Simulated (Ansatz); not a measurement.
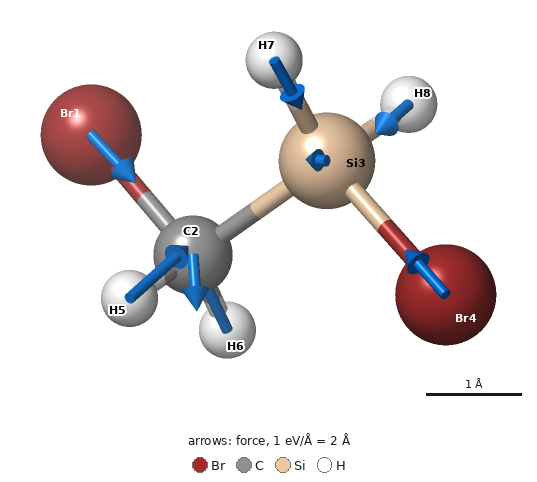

Starting geometry of CH4Br2Si with the computed forces as blue arrows. The picture is a ball-and-stick view, seen at a tilt.

The start comes from PBE-D4/def2-SVP.

Computed with RKS PBE0-D4/def2-TZVP (Ansatz 0.2.0). Settings: force threshold 0.005 eV/Å; at most 150 steps.

> What follows when this structure is relaxed?

It isn't relaxed: the largest force vector, on H atoms, is 0.59 eV/Å. The final displacements follow the starting forces only in part (cosine between the two patterns 0.79). After 4 geometry steps the energy has fallen by 3.20 kJ/mol. The largest force component goes from 0.46 to 0.0029 eV/Å. Br1 moves most after the best rigid fit: 0.038 Å. Largest moves by element: Br 0.038 Å, H 0.027 Å, Si 0.015 Å, C 0.012 Å. Near-neighbour distances that change, for instance: Si3–Br4 2.250 → 2.226 Å, C2–Si3 1.892 → 1.869 Å, Si3–H7 1.498 → 1.478 Å, Br1–C2 1.967 → 1.947 Å. Cost: 26 s on 4 threads of Arm Neoverse V1, on a shared host.
